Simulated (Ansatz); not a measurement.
# AlCl (SMILES [Al][Cl]) at 6 levels

Aim: a comparison of 6 runs (UPBE/STO-3G, UPBE0/STO-3G, wB97M-V/STO-3G, MP2/STO-3G, CCSDTQ/STO-3G, CCSD/STO-3G) of AlCl. 

The calculation is run with Ansatz 0.2.0.

32 further runs of the same task are left out: 32 set aside as unsound or not needed.

### Step 1. The system as given

AlCl: 2 atoms, total charge 0, spin state singlet. As SMILES, `[Al][Cl]`. The Cl2–Al1 distance was set to 5.325 Å, away from the relaxed value.

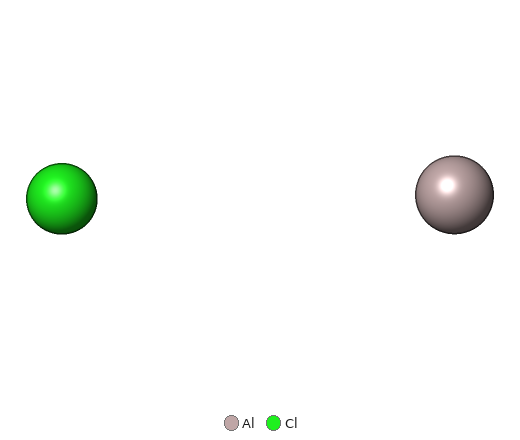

Viewed from a chosen angle; aluminium light grey, chlorine green.

### Step 2. A single-point energy at UPBE/STO-3G (run 1)

The input, run.yaml:

```yaml
crystal:
  periodic: [false, false, false]
  atoms:
    - symbol: Al
      position_ang: [0.000000, 0.000000, -3.195187]
    - symbol: Cl
      position_ang: [0.000000, 0.000000, 2.130113]
basis:
  gaussian: {orbitals: STO-3G}
magnetization: {spin_polarized: true}
hamiltonian: {xc: {name: PBE}}
accuracy: high
```

Started as:

```console
$ ansatz run run.yaml --threads 1 --pin off --max-ram 2610MiB --events-out events.jsonl --progress --plain --runs-dir runs
```

What it wrote:

```text
Warning: RAYON_NUM_THREADS=1 ignored (pool sized by the plan → 1); use --threads N
Functional definition: PBE
  name "PBE"
  parameter kappa = 0.804
  parameter beta = 0.06672455060314922
  exchange = pbe_x(kappa = kappa, mu = beta*pi^2/3)
  correlation = pbe_c(beta = beta)
256 factors; integrals over basis functions are off by at most 3.4e-9 eV
mean field evaluation 1: about -18888.4488 eV, gradient 7.3e0 eV
mean field evaluation 2: about -18583.6461 eV, gradient 1.6e1 eV
mean field evaluation 4: about -18583.6503 eV, gradient 1.6e1 eV
mean field evaluation 8: about -18888.5432 eV, gradient 4.5e0 eV
mean field evaluation 16: about -18889.9871 eV, gradient 2.2e-2 eV
mean field evaluation 32: about -18889.9910 eV, gradient 4.3e-1 eV
mean field evaluation 64: about -18890.0354 eV, gradient 4.1e-2 eV
mean field evaluation 96: about -18883.1822 eV, gradient 2.0e1 eV
mean field evaluation 128: about -18883.1974 eV, gradient 1.7e1 eV
mean field evaluation 160: about -18890.0849 eV, gradient 2.4e-1 eV
mean field evaluation 192: about -18874.3666 eV, gradient 2.6e1 eV
mean field evaluation 224: about -18887.1316 eV, gradient 8.6e-4 eV
mean field evaluation 256: about -18890.0865 eV, gradient 7.5e-4 eV
mean field evaluation 288: about -18890.0782 eV, gradient 2.1e-2 eV
mean field evaluation 320: about -18890.0798 eV, gradient 4.6e-2 eV
mean field evaluation 352: about -18890.0796 eV, gradient 5.0e-1 eV
mean field evaluation 384: about -18890.0469 eV, gradient 5.2e-1 eV
mean field -18890.08788006 eV, -694.1979254308 hartree, gradient 1.1e-8 eV, S^2 0.401548; 18 other end points of the search recorded, 0 dependent functions left out
reference -18890.08788214 eV, -694.1979255071 hartree; 15, 15 occupied and 3, 3 virtual orbitals, 256 factors
Total energy: -18890.08788214 eV, -694.1979255071 hartree
```

It took 37 s on 1 thread of Arm Neoverse N1, shared host; peak memory 0.11 GiB.

### Step 3. The energy at UPBE0/STO-3G (run 2)

The input, job.yaml:

```yaml
crystal:
  periodic: [false, false, false]
  atoms:
    - {symbol: Al, position_ang: [0.000000, 0.000000, -3.195187]}
    - {symbol: Cl, position_ang: [0.000000, 0.000000, 2.130113]}
basis:
  gaussian:
    orbitals: STO-3G
magnetization:
  spin_polarized: true
  initial_magnetization: 0
hamiltonian:
  xc: {name: PBE0}
accuracy: high
```

Started as:

```console
$ ansatz run job.yaml --threads 1 --pin off --max-ram 2610MiB --events-out events.jsonl --progress --plain --runs-dir runs
```

What it wrote, shortened:

```text
Warning: RAYON_NUM_THREADS=1 ignored (pool sized by the plan → 1); use --threads N
Functional definition: PBE0
  name "PBE0"
[...]
256 factors; integrals over basis functions are off by at most 3.4e-9 eV
[...]
mean field -18892.80036695 eV, -694.2976074852 hartree, gradient 1.2e-8 eV, S^2 0.364042; 18 other end points of the search recorded, 0 dependent functions left out
reference -18892.80036850 eV, -694.2976075423 hartree; 15, 15 occupied and 3, 3 virtual orbitals, 256 factors
Total energy: -18892.80036850 eV, -694.2976075423 hartree
```

Run time: 34 s. Hardware: 1 thread of Arm Neoverse N1, shared host; peak memory 0.11 GiB.

Runs 3 to 5 aren't shown in full; the table further down has their settings and results.

### Step 4. A single-point energy at CCSD/STO-3G (run 6)

The input, run.yaml:

```yaml
basis:
  gaussian:
    orbitals: STO-3G
crystal:
  periodic: [false, false, false]
  atoms:
    - {symbol: Al, position_ang: [0.000000, 0.000000, -3.195187]}
    - {symbol: Cl, position_ang: [0.000000, 0.000000, 2.130113]}
magnetization:
  spin_polarized: false
  initial_magnetization: 0
correlation:
  method: ccsd
  frozen_orbitals: {Al: 5, Cl: 5}
accuracy: high
scf:
  omitted_lower_state_checks: [cluster_reference, increment]
```

Started as:

```console
$ ansatz run run.yaml --threads 1 --pin off --max-ram 2610MiB --events-out events.jsonl --progress --plain --runs-dir runs
```

What it wrote, shortened:

```text
Warning: RAYON_NUM_THREADS=1 ignored (pool sized by the plan → 1); use --threads N
Functional definition: HF
  name "HF"
[...]
256 factors; integrals over basis functions are off by at most 3.4e-9 eV
[...]
mean field -18870.01994240 eV, -693.4604423243 hartree, gradient 1.3e-8 eV, S^2 0.000000; 0 other end points of the search recorded, 0 dependent functions left out
10 core orbitals not correlated: weight in the atoms' cores, before any rotation towards them, 1.000 or more for the frozen orbitals, at most 0.000 for the correlated occupied ones
reference -18870.01994240 eV, -693.4604423243 hartree; 5, 5 occupied and 3, 3 virtual orbitals, 256 factors
second order -0.60012702 eV of doubles, -0.00000000 eV of singles
cycle   1  -0.86419045 eV  change   -2.6e-1 eV  update   5.8e-2
[...]
cycle  22  -1.04746982 eV  change  -1.1e-10 eV  update  6.0e-10
Total energy: -18871.06741222 eV, -693.4989361302 hartree
Checks for a lower state left out: cluster_reference, increment
```

Run time: 0.22 s. Hardware: 1 thread of Arm Neoverse N1, shared host.

### Step 5. The series

```csv
run,level,frozen core orbitals,energy (Eh),wall time
1,UPBE/STO-3G,–,-694.197926,37 s
2,UPBE0/STO-3G,–,-694.297608,34 s
3,wB97M-V/STO-3G,–,-694.602702,30 s
4,MP2/STO-3G,10,-693.482497,0.12 s
5,CCSDTQ/STO-3G,10,-693.498936,4.8 s
6,CCSD/STO-3G,10,-693.498936,0.22 s
```

### Step 6. What came out

```
                                           quantity          value
                                run 6: total energy  -693.49894 Eh
run 6: correlation energy (10 core orbitals frozen)      -38.5 mEh
                               run 6: T1 diagnostic          0.001
```

In words: Totals of different functionals can't be ranked against each other. In runs 1, 2, 3, 4, 5, 6 the basis is minimal, so the values are rough. Spin contamination of the reference: run 1 ⟨S²⟩ = 0.40, run 2 ⟨S²⟩ = 0.36. All runs together took 1.8 min, the longest 37 s.
